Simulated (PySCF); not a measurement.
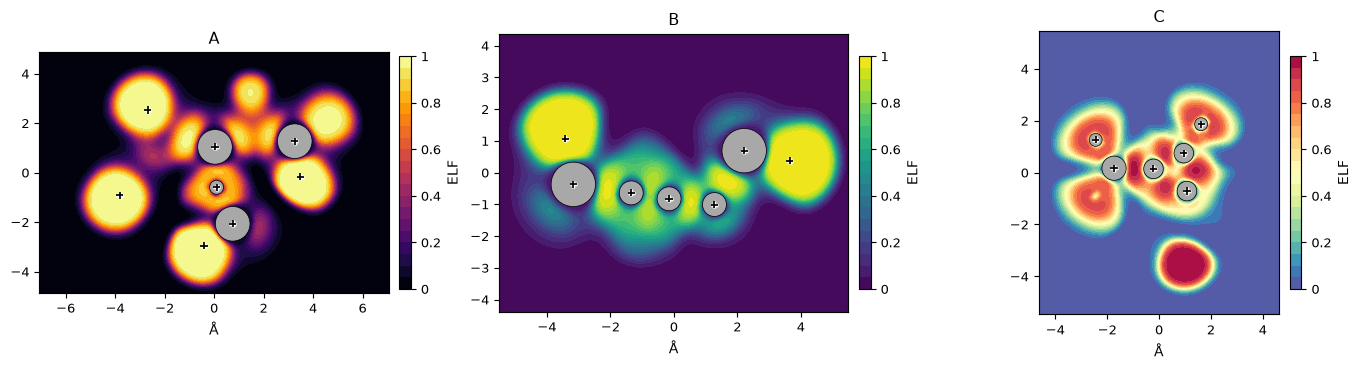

The electron localisation function of 3 systems, each on a plane through atoms (crosses mark nuclei in the plane; grey discs cover the cores).

Computed with PySCF, PBE0/pcSseg-1, SCF density, gas phase, non-relativistic.

System 1: C4H9FSi2 (SMILES C[SiH2][C@H](F)C#C[SiH3]), the plane of atoms C3, Si2 and H12. Geometry: GFN2-xTB.

```yaml
atoms:
  - { symbol: C, position_ang: [-2.1521, 1.0755, -0.2047] }
  - { symbol: Si, position_ang: [-1.9337, -0.6149, 0.6229] }
  - { symbol: C, position_ang: [-0.4913, -1.5236, -0.2991] }
  - { symbol: F, position_ang: [-0.3180, -2.7724, 0.3025] }
  - { symbol: C, position_ang: [0.7354, -0.7686, -0.2452] }
  - { symbol: C, position_ang: [1.7537, -0.1285, -0.1516] }
  - { symbol: Si, position_ang: [3.3123, 0.8509, -0.0381] }
  - { symbol: H, position_ang: [-2.4482, 0.9810, -1.2462] }
  - { symbol: H, position_ang: [-1.2291, 1.6487, -0.1762] }
  - { symbol: H, position_ang: [-2.9177, 1.6549, 0.3013] }
  - { symbol: H, position_ang: [-1.5470, -0.4909, 2.0293] }
  - { symbol: H, position_ang: [-3.1186, -1.4659, 0.4708] }
  - { symbol: H, position_ang: [-0.7466, -1.7379, -1.3452] }
  - { symbol: H, position_ang: [3.0075, 2.1138, 0.6438] }
  - { symbol: H, position_ang: [3.7935, 1.1134, -1.3976] }
  - { symbol: H, position_ang: [4.2922, 0.0733, 0.7218] }
```

System 2: C4H4BF3O, the plane of atoms C4, C3 and C6. Geometry: GFN2-xTB.

```yaml
atoms:
  - { symbol: C, position_ang: [-1.7995, 0.6781, 0.6315] }
  - { symbol: O, position_ang: [-1.2920, -0.6407, 0.5503] }
  - { symbol: C, position_ang: [-0.3979, -0.8134, -0.4957] }
  - { symbol: C, position_ang: [0.7808, -1.6590, -0.2884] }
  - { symbol: F, position_ang: [1.1882, -2.8857, -0.1137] }
  - { symbol: C, position_ang: [1.0781, -0.3792, -0.3315] }
  - { symbol: B, position_ang: [2.0657, 0.7711, -0.1986] }
  - { symbol: F, position_ang: [1.6713, 2.0227, -0.0742] }
  - { symbol: F, position_ang: [3.3706, 0.6003, -0.2039] }
  - { symbol: H, position_ang: [-2.3401, 0.9449, -0.2829] }
  - { symbol: H, position_ang: [-0.9929, 1.3994, 0.7946] }
  - { symbol: H, position_ang: [-2.4823, 0.6887, 1.4774] }
  - { symbol: H, position_ang: [-0.8543, -0.7269, -1.4828] }
```

System 3: CH14O2Si5, the plane of atoms O7, Si8 and H22. Geometry: GFN2-xTB.

```xyz
22

O     4.5291    0.9838    1.1331
Si    3.0638    1.2068    0.4452
Si    2.0344   -0.8009   -0.0817
Si   -0.1592   -0.6124   -0.7571
C    -1.3748   -1.7678    0.1472
Si   -3.2169   -1.5256   -0.2454
O    -0.5108    0.9437   -0.3978
Si   -1.4157    2.2359   -0.0587
H     5.2104    0.4562    0.7280
H     3.2457    2.0548   -0.7453
H     2.4344    1.9972    1.4978
H     2.1470   -1.7672    1.0350
H     2.8027   -1.5195   -1.1272
H    -0.4368   -0.7287   -2.1992
H    -1.0955   -2.7974   -0.0804
H    -1.2325   -1.6516    1.2233
H    -3.6686   -0.2001    0.1833
H    -3.4521   -1.6907   -1.6829
H    -3.9942   -2.5450    0.4732
H    -2.4541    2.3705   -1.0791
H    -2.0028    2.0337    1.2663
H    -0.4640    3.3436   -0.0792
```

### Which map belongs to which system?

Panel A is system 3, CH14O2Si5: the plane holds Si, O and H. Si–O (1.61 Å): the ELF peaks at about 0.85 between the atoms: a polar covalent bond. Panel B is system 1, C4H9FSi2: the plane holds Si, C and H. C–C (1.21 Å): the ELF peaks at about 0.85 between the atoms: a multiple bond. Panel C is system 2, C4H4BF3O: the plane holds C, F and B. C–F (1.30 Å): the ELF peaks at about 0.85 between the atoms, as expected for a shared but strongly polarised pair.
